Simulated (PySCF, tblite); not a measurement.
# C₂H₄O₃, a complex of two parts: NMR shifts, interaction energy, infrared bands, spin-spin couplings and core binding energies, part 3 of 3

tblite 0.8.0 and PySCF 2.14.0. Atoms count from 0, parts from 1.

## 8. Spin-spin couplings: B3LYP/pcJ-1

What the job is given:

```
{"job": {"kind": "j", "xc": "B3LYP", "basis": "pcJ-1"}, "charge": 0, "multiplicity": 1, "parts": [{"atoms": "0-2", "charge": 0, "multiplicity": 1}, {"atoms": "3-8", "charge": 0, "multiplicity": 1}]}
O     -0.966704    -0.240789    -0.355622
C      0.155515    -0.014566    -0.165409
O      1.262823     0.243396     0.062242
C     -0.191405    -2.645311    -2.641111
O      0.799886    -1.785711    -2.130203
H     -1.160980    -2.178376    -2.427020
H     -0.103692    -2.778081    -3.732491
H     -0.171615    -3.636393    -2.157300
H      1.671988    -2.138277    -2.318526
```

Method: B3LYP/pcJ-1 indirect spin-spin coupling, non-relativistic, gas phase.

The log of the run:

```text
coarse grid: 7912 points
cycle   1  E = -304.0529104147  dE =  6.926e-01  |g| = 1.096e+00  |ddm| = 2.378e+00
cycle   2  E = -303.6734073209  dE =  3.795e-01  |g| = 1.872e+00  |ddm| = 1.388e+00
cycle   3  E = -304.2578417051  dE = -5.844e-01  |g| = 9.460e-02  |ddm| = 8.817e-01
cycle   4  E = -304.2587789663  dE = -9.373e-04  |g| = 6.723e-02  |ddm| = 8.813e-02
cycle   5  E = -304.2595248191  dE = -7.459e-04  |g| = 1.270e-02  |ddm| = 3.719e-02
cycle   6  E = -304.2595501242  dE = -2.531e-05  |g| = 3.479e-03  |ddm| = 7.593e-03
cycle   7  E = -304.2595520435  dE = -1.919e-06  |g| = 1.579e-03  |ddm| = 2.259e-03
final grid: 77528 points
cycle   8  E = -304.3277095626  dE = -1.475e-04  |g| = 7.548e-03  |ddm| = 1.167e-02
cycle   9  E = -304.3276890308  dE =  2.053e-05  |g| = 1.289e-02  |ddm| = 9.116e-03
cycle  10  E = -304.3277173466  dE = -2.832e-05  |g| = 2.982e-03  |ddm| = 6.596e-03
cycle  11  E = -304.3277188396  dE = -1.493e-06  |g| = 9.336e-04  |ddm| = 1.766e-03
cycle  12  E = -304.3277189718  dE = -1.322e-07  |g| = 3.525e-04  |ddm| = 4.933e-04
cycle  13  E = -304.3277189948  dE = -2.304e-08  |g| = 2.587e-05  |ddm| = 1.725e-04
cycle  14  E = -304.3277189949  dE = -6.196e-11  |g| = 1.700e-05  |ddm| = 2.231e-05
converged SCF energy = -304.3277189949

Indirect spin-spin couplings (Hz)
  i      j    bonds     total        FC       PSO       DSO        SD
  0 O    1 C    1     17.430    15.458     5.099    -0.083    -3.044
  0 O    2 O    2      3.073    -6.627     3.377    -0.087     6.410
  0 O    3 C   99     -0.346    -0.336    -0.024    -0.007     0.020
  0 O    4 O   99      1.257     1.414    -0.188     0.010     0.021
  0 O    8 H   99     -0.184    -0.240    -0.171     0.256    -0.030
  1 C    2 O    1     17.432    15.614     5.036    -0.080    -3.138
  1 C    4 O   99      0.543     0.504     0.085    -0.059     0.013
  2 O    4 O   99      1.440     1.588    -0.195     0.008     0.038
  3 C    4 O    1     17.604    20.759    -1.330    -0.077    -1.748
  3 C    5 H    1    151.395   150.285     0.229     0.689     0.193
  3 C    6 H    1    142.989   141.775     0.407     0.659     0.148
  3 C    7 H    1    143.241   142.029     0.398     0.667     0.148
  3 C    8 H    2     -2.247    -2.427     0.885    -0.741     0.036
  4 O    5 H    2    -13.117   -12.439    -0.924     0.128     0.118
  4 O    6 H    2     -2.474    -2.069    -0.802     0.234     0.164
  4 O    7 H    2     -2.662    -2.282    -0.777     0.229     0.168
  4 O    8 H    1    -77.102   -64.227   -12.253    -0.320    -0.303
  5 H    6 H    2    -12.607   -12.890     2.537    -2.566     0.312
  5 H    7 H    2    -12.514   -12.811     2.504    -2.524     0.318
  5 H    8 H    3     17.393    17.469     4.579    -4.673     0.017
  6 H    7 H    2     -7.067    -7.356     2.669    -2.688     0.308
  6 H    8 H    3      1.757     1.897     1.048    -1.262     0.074
  7 H    8 H    3      1.030     1.210     1.159    -1.391     0.052

== part 1 alone, relaxed ==
coarse grid: 3264 points
cycle   1  E = -188.4046441741  dE =  6.315e-01  |g| = 9.131e-01  |ddm| = 1.755e+00
cycle   2  E = -188.0884842283  dE =  3.162e-01  |g| = 1.660e+00  |ddm| = 1.028e+00
cycle   3  E = -188.5481270365  dE = -4.596e-01  |g| = 3.866e-02  |ddm| = 6.709e-01
cycle   4  E = -188.5483355114  dE = -2.085e-04  |g| = 1.689e-02  |ddm| = 3.285e-02
cycle   5  E = -188.5483913090  dE = -5.580e-05  |g| = 1.849e-03  |ddm| = 1.032e-02
cycle   6  E = -188.5483917510  dE = -4.420e-07  |g| = 2.227e-04  |ddm| = 6.805e-04
final grid: 33624 points
cycle   7  E = -188.5921905669  dE = -8.426e-05  |g| = 5.257e-03  |ddm| = 7.447e-03
cycle   8  E = -188.5921828768  dE =  7.690e-06  |g| = 8.355e-03  |ddm| = 4.880e-03
cycle   9  E = -188.5921940668  dE = -1.119e-05  |g| = 5.807e-04  |ddm| = 3.446e-03
cycle  10  E = -188.5921941230  dE = -5.623e-08  |g| = 8.596e-05  |ddm| = 2.521e-04
cycle  11  E = -188.5921941236  dE = -5.781e-10  |g| = 6.654e-05  |ddm| = 6.657e-05
cycle  12  E = -188.5921941244  dE = -7.762e-10  |g| = 8.840e-06  |ddm| = 3.312e-05
converged SCF energy = -188.5921941244

Indirect spin-spin couplings (Hz)
  i      j    bonds     total        FC       PSO       DSO        SD
  0 O    1 C    1     20.025    17.964     5.146    -0.067    -3.018
  0 O    2 O    2      3.570    -6.750     3.592    -0.092     6.820
  1 C    2 O    1     20.024    17.963     5.146    -0.067    -3.018

== part 2 alone, relaxed ==
coarse grid: 4656 points
cycle   1  E = -115.6323292908  dE =  6.308e-02  |g| = 6.429e-01  |ddm| = 1.607e+00
cycle   2  E = -115.5443080799  dE =  8.802e-02  |g| = 9.654e-01  |ddm| = 9.965e-01
cycle   3  E = -115.7043184234  dE = -1.600e-01  |g| = 5.075e-02  |ddm| = 6.315e-01
cycle   4  E = -115.7046824628  dE = -3.640e-04  |g| = 2.529e-02  |ddm| = 3.838e-02
cycle   5  E = -115.7048228158  dE = -1.404e-04  |g| = 5.034e-03  |ddm| = 1.727e-02
cycle   6  E = -115.7048279873  dE = -5.172e-06  |g| = 2.619e-04  |ddm| = 2.916e-03
final grid: 43904 points
cycle   7  E = -115.7298512126  dE = -6.088e-05  |g| = 4.304e-03  |ddm| = 7.421e-03
cycle   8  E = -115.7298494798  dE =  1.733e-06  |g| = 4.980e-03  |ddm| = 5.140e-03
cycle   9  E = -115.7298549249  dE = -5.445e-06  |g| = 4.750e-04  |ddm| = 2.838e-03
cycle  10  E = -115.7298549361  dE = -1.122e-08  |g| = 3.982e-04  |ddm| = 4.458e-04
cycle  11  E = -115.7298549626  dE = -2.651e-08  |g| = 9.626e-06  |ddm| = 2.200e-04
cycle  12  E = -115.7298549626  dE = -1.344e-11  |g| = 2.020e-06  |ddm| = 7.404e-06
converged SCF energy = -115.7298549626

Indirect spin-spin couplings (Hz)
  i      j    bonds     total        FC       PSO       DSO        SD
  0 C    1 O    1     18.925    21.882    -1.199    -0.062    -1.696
  0 C    2 H    1    149.403   148.261     0.358     0.611     0.172
  0 C    3 H    1    142.016   140.789     0.464     0.618     0.145
  0 C    4 H    1    142.012   140.785     0.464     0.618     0.145
  0 C    5 H    2     -2.538    -2.687     0.905    -0.794     0.038
  1 O    2 H    2    -14.531   -13.873    -0.973     0.189     0.126
  1 O    3 H    2     -2.600    -2.206    -0.835     0.275     0.166
  1 O    4 H    2     -2.599    -2.205    -0.835     0.275     0.166
  1 O    5 H    1    -72.560   -59.226   -12.759    -0.253    -0.323
  2 H    3 H    2    -12.420   -12.678     2.678    -2.738     0.317
  2 H    4 H    2    -12.421   -12.679     2.678    -2.738     0.317
  2 H    5 H    3     17.815    17.927     4.779    -4.907     0.016
  3 H    4 H    2     -7.103    -7.374     2.739    -2.779     0.311
  3 H    5 H    3      1.483     1.658     1.244    -1.483     0.064
  4 H    5 H    3      1.484     1.659     1.244    -1.483     0.065
```

Run time: 31 s. Hardware: 1 thread of Arm Neoverse V1, shared host; peak memory 0.9 GiB.

Beyond four bonds or across contacts, the largest of 1 Hz or more: O2–O4 1.4 Hz, O0–O4 1.3 Hz.

A choice of the couplings up to four bonds, sorted by the number of bonds; isotopes 13C, 1H, 17O:

```
 pair  bonds  J (Hz)  Fermi contact (Hz)  dihedral (°)
C3–H5      1   151.4               150.3             –
C3–H7      1   143.2               142.0             –
C3–H6      1   143.0               141.8             –
O4–H8      1   -77.1               -64.2             –
C3–O4      1    17.6                20.8             –
C1–O2      1    17.4                15.6             –
O0–C1      1    17.4                15.5             –
O4–H5      2   -13.1               -12.4             –
H5–H6      2   -12.6               -12.9             –
H5–H7      2   -12.5               -12.8             –
H6–H7      2    -7.1                -7.4             –
O0–O2      2     3.1                -6.6             –
O4–H7      2    -2.7                -2.3             –
O4–H6      2    -2.5                -2.1             –
C3–H8      2    -2.2                -2.4             –
H5–H8      3    17.4                17.5          -178
H6–H8      3     1.8                 1.9           -60
H7–H8      3     1.0                 1.2            63
```

Quadrupole couplings from the field gradients of the same density:

```
atom  isotope  eQq/h (MHz)     η
  O4      17O         12.1  0.89
  O0      17O       -4.273  0.10
  O2      17O       -4.182  0.10
```

Against the parts alone, each relaxed by itself:

```
 pair  alone (Hz)  in the cluster  change (Hz)
O4–H8       -72.6           -77.1         -4.5
O0–C1        20.0            17.4         -2.6
C1–O2        20.0            17.4         -2.6
C3–H5       149.4           151.4         +2.0
O4–H5       -14.5           -13.1         +1.4
C3–O4        18.9            17.6         -1.3
```

## 9. Core holes by ΔSCF: SCAN, X2C

The job, as its differences from that of step 8:

```diff
@@ -1,2 +1,2 @@
-{"job": {"kind": "j", "xc": "B3LYP", "basis": "pcJ-1"}, "charge": 0, "multiplicity": 1, "parts": [{"atoms": "0-2", "charge": 0, "multiplicity": 1}, {"atoms": "3-8", "charge": 0, "multiplicity": 1}]}
+{"job": {"kind": "xps", "holes": 3}, "charge": 0, "multiplicity": 1, "parts": [{"atoms": "0-2", "charge": 0, "multiplicity": 1}, {"atoms": "3-8", "charge": 0, "multiplicity": 1}]}
 O     -0.966704    -0.240789    -0.355622
```

Method: delta-SCF UKS SCAN, pcX-2 on the ionised atom, pcseg-1 elsewhere, spin-free X2C.

The log of the run:

```text
ground state, core basis on atom 0 (O), 121 functions
  cycle   1  E = -304.18128471  |g| = 1.00e+00
  cycle   2  E = -303.74201698  |g| = 1.86e+00
  cycle   3  E = -304.34829390  |g| = 2.37e-01
  cycle   4  E = -304.35562300  |g| = 1.46e-01
  cycle   5  E = -304.35933286  |g| = 3.71e-02
  cycle   6  E = -304.35957417  |g| = 1.55e-02
  cycle   7  E = -304.35960942  |g| = 4.86e-03
  cycle   8  E = -304.35961605  |g| = 1.49e-03
  cycle   9  E = -304.35961738  |g| = 1.96e-04
  E(ground) = -304.37132086 Eh
hole in O 1s of atom 0
  cycle   1  E = -283.69647206  |g| = 2.22e+00
  cycle   2  E = -280.95307105  |g| = 2.97e+00
  cycle   3  E = -283.83264210  |g| = 1.25e+00
  cycle   4  E = -284.33651729  |g| = 6.60e-01
  cycle   5  E = -284.36729046  |g| = 5.11e-01
  cycle   6  E = -284.48885651  |g| = 1.22e-01
  cycle   7  E = -284.49422894  |g| = 3.39e-02
  cycle   8  E = -284.49478314  |g| = 1.33e-02
  cycle   9  E = -284.49485849  |g| = 1.71e-03
  cycle  10  E = -284.49485911  |g| = 5.61e-04
  cycle  11  E = -284.49486001  |g| = 2.43e-04
  E(ion) = -284.50876408 Eh   <S^2> = 0.7643   hole on atom = 1.000   binding energy = 540.488 eV
ground state, core basis on atom 1 (C), 121 functions
  cycle   1  E = -304.33737599  |g| = 9.33e-02
  cycle   2  E = -304.33107836  |g| = 1.95e-01
  cycle   3  E = -304.33814468  |g| = 3.63e-02
  cycle   4  E = -304.33827796  |g| = 2.68e-02
  cycle   5  E = -304.33840713  |g| = 9.32e-04
  cycle   6  E = -304.33840856  |g| = 4.24e-04
  E(ground) = -304.35476360 Eh
hole in C 1s of atom 1
  cycle   1  E = -292.92884219  |g| = 1.49e+00
  cycle   2  E = -287.47524804  |g| = 2.70e+00
  cycle   3  E = -292.98269754  |g| = 1.02e+00
  cycle   4  E = -293.31428605  |g| = 5.24e-01
  cycle   5  E = -293.29351114  |g| = 5.90e-01
  cycle   6  E = -293.36136062  |g| = 4.26e-01
  cycle   7  E = -293.06443461  |g| = 6.61e-01
  cycle   8  E = -293.22246506  |g| = 4.56e-01
  cycle   9  E = -293.42555734  |g| = 1.03e-01
  cycle  10  E = -293.23552081  |g| = 4.60e-01
  cycle  11  E = -293.21485189  |g| = 4.73e-01
  cycle  12  E = -293.22371452  |g| = 4.63e-01
  cycle  13  E = -293.21885656  |g| = 4.66e-01
  cycle  14  E = -293.42992838  |g| = 5.69e-02
  cycle  15  E = -293.43306158  |g| = 8.86e-03
  cycle  16  E = -293.43273870  |g| = 2.24e-02
  cycle  17  E = -293.43305688  |g| = 1.07e-02
  cycle  18  E = -293.43308324  |g| = 9.80e-03
  cycle  19  E = -293.43306490  |g| = 1.02e-02
  cycle  20  E = -293.43314702  |g| = 3.14e-03
  cycle  21  E = -293.43316026  |g| = 1.26e-03
  cycle  22  E = -293.43316113  |g| = 1.22e-03
  cycle  23  E = -293.43316266  |g| = 5.95e-04
  cycle  24  E = -293.43316240  |g| = 1.06e-03
  cycle  25  E = -293.43316417  |g| = 4.35e-04
  E(ion) = -293.44923666 Eh   <S^2> = 0.9011   hole on atom = 1.000   binding energy = 296.755 eV
ground state, core basis on atom 4 (O), 121 functions
  cycle   1  E = -304.35948095  |g| = 9.70e-02
  cycle   2  E = -304.35900732  |g| = 6.25e-02
  cycle   3  E = -304.35905869  |g| = 5.95e-02
  cycle   4  E = -304.35969920  |g| = 3.31e-03
  cycle   5  E = -304.35970203  |g| = 1.92e-03
  cycle   6  E = -304.35970012  |g| = 4.13e-04
  E(ground) = -304.37312783 Eh
hole in O 1s of atom 4
  cycle   1  E = -283.75000740  |g| = 2.21e+00
  cycle   2  E = -283.43810719  |g| = 2.11e+00
  cycle   3  E = -284.51089772  |g| = 3.61e-01
  cycle   4  E = -284.53896273  |g| = 1.14e-01
  cycle   5  E = -284.54183549  |g| = 7.24e-02
  cycle   6  E = -284.54350839  |g| = 2.63e-02
  cycle   7  E = -284.54370835  |g| = 1.43e-02
  cycle   8  E = -284.54378499  |g| = 3.29e-03
  cycle   9  E = -284.54379022  |g| = 7.76e-04
  cycle  10  E = -284.54379016  |g| = 1.60e-04
  E(ion) = -284.55726364 Eh   <S^2> = 0.7616   hole on atom = 1.000   binding energy = 539.217 eV

== part 1 alone, relaxed ==
ground state, core basis on atom 0 (O), 73 functions
  cycle   1  E = -188.52217173  |g| = 8.51e-01
  cycle   2  E = -188.14718289  |g| = 1.68e+00
  cycle   3  E = -188.63756970  |g| = 2.09e-01
  cycle   4  E = -188.64317288  |g| = 1.32e-01
  cycle   5  E = -188.64640405  |g| = 1.40e-02
  cycle   6  E = -188.64643125  |g| = 4.67e-03
  cycle   7  E = -188.64643620  |g| = 5.73e-04
  cycle   8  E = -188.64643600  |g| = 5.17e-05
  E(ground) = -188.65126727 Eh
hole in O 1s of atom 0
  cycle   1  E = -167.96050030  |g| = 2.22e+00
  cycle   2  E = -166.96268688  |g| = 2.48e+00
  cycle   3  E = -168.18196890  |g| = 1.18e+00
  cycle   4  E = -168.63072898  |g| = 5.79e-01
  cycle   5  E = -168.74690391  |g| = 1.19e-01
  cycle   6  E = -168.75136646  |g| = 3.34e-02
  cycle   7  E = -168.75179072  |g| = 6.55e-03
  cycle   8  E = -168.75181114  |g| = 1.12e-03
  cycle   9  E = -168.75181269  |g| = 3.93e-04
  E(ion) = -168.75874952 Eh   <S^2> = 0.7646   hole on atom = 1.000   binding energy = 541.303 eV
ground state, core basis on atom 1 (C), 73 functions
  cycle   1  E = -188.62394907  |g| = 9.75e-02
  cycle   2  E = -188.61644122  |g| = 2.12e-01
  cycle   3  E = -188.62486617  |g| = 3.66e-02
  cycle   4  E = -188.62499670  |g| = 2.74e-02
  cycle   5  E = -188.62513103  |g| = 8.16e-04
  cycle   6  E = -188.62513226  |g| = 1.39e-04
  E(ground) = -188.63486648 Eh
hole in C 1s of atom 1
  cycle   1  E = -177.19515874  |g| = 1.49e+00
  cycle   2  E = -176.28790050  |g| = 2.07e+00
  cycle   3  E = -177.49538088  |g| = 7.52e-01
  cycle   4  E = -177.68383462  |g| = 1.30e-01
  cycle   5  E = -177.68900330  |g| = 2.88e-02
  cycle   6  E = -177.68926069  |g| = 8.53e-03
  cycle   7  E = -177.68910121  |g| = 2.23e-02
  cycle   8  E = -177.68929767  |g| = 1.39e-03
  cycle   9  E = -177.68930021  |g| = 5.71e-04
  cycle  10  E = -177.68930090  |g| = 1.15e-04
  E(ion) = -177.69902029 Eh   <S^2> = 0.7759   hole on atom = 1.000   binding energy = 297.580 eV

== part 2 alone, relaxed ==
ground state, core basis on atom 1 (O), 79 functions
  cycle   1  E = -115.67452823  |g| = 6.98e-01
  cycle   2  E = -115.49935644  |g| = 1.21e+00
  cycle   3  E = -115.75909024  |g| = 8.09e-02
  cycle   4  E = -115.76001282  |g| = 3.49e-02
  cycle   5  E = -115.76030316  |g| = 9.68e-03
  cycle   6  E = -115.76032045  |g| = 1.46e-03
  cycle   7  E = -115.76032124  |g| = 1.21e-04
  E(ground) = -115.76190831 Eh
hole in O 1s of atom 1
  cycle   1  E = -95.16231426  |g| = 2.21e+00
  cycle   2  E = -94.86297302  |g| = 2.10e+00
  cycle   3  E = -95.92177012  |g| = 3.49e-01
  cycle   4  E = -95.95067116  |g| = 5.13e-02
  cycle   5  E = -95.95142511  |g| = 2.64e-02
  cycle   6  E = -95.95173933  |g| = 6.14e-03
  cycle   7  E = -95.95175636  |g| = 1.18e-03
  cycle   8  E = -95.95175744  |g| = 3.26e-04
  E(ion) = -95.95400796 Eh   <S^2> = 0.7616   hole on atom = 1.000   binding energy = 539.000 eV
```

Wall time 34 s (1 thread of Arm Neoverse V1, shared host); peak memory 0.69 GiB.

The holes in one table. −ε is the ground-state orbital energy:

```
     hole  stands for            environment          ΔSCF (eV)  −ε (eV)   ⟨S²⟩
O1s on O0          O0     oxygen bonded to C             540.49    518.2  0.764
C1s on C1          C1   carbon bonded to 2 O  296.75 (doubtful)    278.1  0.901
O1s on O4          O4  oxygen bonded to C, H             539.22    516.8  0.762
```

Doubtful: the ion did not converge, its hole moved, or its ⟨S²⟩ is well above 0.75.

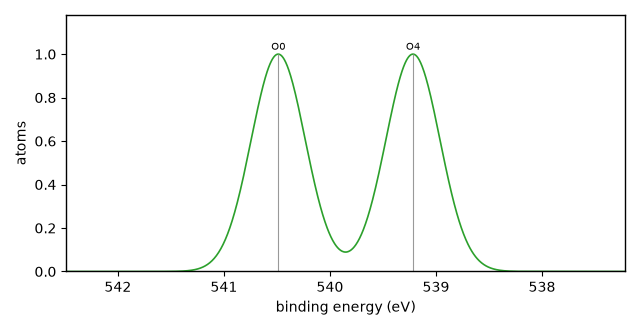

The O1s photoelectron lines, weighted by the number of atoms. Only 2 of the 3 O atoms are covered by sound results. Lines are broadened to a width of 0.60 eV (Gaussian).

What binding changes (parts relaxed alone, same level, their own basis):

```
     hole  alone (eV)  in the cluster  change (eV)
O1s on O0      541.30          540.49        -0.82
O1s on O4      539.00          539.22        +0.22
```

## 10. Side by side

Energies in kcal/mol, with wall time:

```
                    run  counterpoise  BSSE  electrostatic  Pauli  orbital  dispersion  time
wB97M-D3(BJ)/def2-TZVPD         -3.43  0.06          -5.28   4.13    -1.17       -1.18  57 s
 PBE0-D3(BJ)/def2-TZVPD         -3.29  0.06          -4.93   3.75    -1.26       -0.91  27 s
```

## 11. Summary of results

What follows sums up all 3 parts.

| quantity | value |
| --- | --- |
| binding energy (GFN2-xTB) | -2.74 kcal/mol |
| point group | C1 |
| rotational constants (main isotopes) | 9.48, 2.54, 2.04 GHz |
| shieldings of C, H, O (PBE0/pcSseg-2) | C1 51.1, C3 130.0, H5 27.7, H6 27.7, H7 27.7, H8 31.4, O2 207.2, O0 209.1 ppm and more |
| largest proton shift on binding | H8, +0.38 ppm |
| interaction energy, counterpoise (wB97M-D3(BJ)/def2-TZVPD) | -3.43 kcal/mol |
| superposition error | 0.06 kcal/mol |
| binding energy (with deformation) | -3.34 kcal/mol |
| strongest single infrared mode (PBE0-D3(BJ)/def2-SVPD) | 2497 cm⁻¹ |
| largest coupling of the table (B3LYP/pcJ-1) | 1J(C,H) C3–H5, 151.4 Hz |
| O1s binding energies, SCAN/pcX-2 (standing for 2 of 3 atoms) | O0 540.49, O4 539.22 eV |
| range of the interaction energy over the runs of this table | -3.43 to -3.29 kcal/mol |

What this shows: At its xTB geometry the search ends with the contact C1···O4 (inside the van der Waals sum, 2.64 Å); 6 starts can't prove it the lowest minimum. A later relaxation moves these distances. The start of the PBE0/def2-SVPD relaxation was shaken at random by about 0.01 Å, so part of the energy gained, and of the first lengths quoted, undoes that. Relaxing lowered the energy by 0.245 eV in 11 steps; the close pair that moved most is O0–C1, from 1.115 to 1.160 Å. Hydrogens of an XH3 group are listed apart at this fixed geometry; free rotation makes them one line at their mean. At PBE0/pcSseg-2: The largest span, 352 ppm, is at C1, where the paramagnetic term is -216 ppm. On binding (GIAO PBE0/pcSseg-2 NMR shielding, non-relativistic, gas phase), H8 moves most among the protons, 0.38 ppm downfield. A part with a negative deformation was relaxed at another level. No mode is imaginary at PBE0-D3(BJ)/def2-SVPD; the softest lies at 46 cm⁻¹. At SCAN/pcX-2: O0 (oxygen bonded to C) binds its O1s electron 1.27 eV more tightly than O4 (oxygen bonded to C, H). Only 2 of the 3 O atoms are covered by sound results. The interaction energy runs from -3.43 (wB97M-D3(BJ)/def2-TZVPD) to -3.29 kcal/mol (PBE0-D3(BJ)/def2-TZVPD).
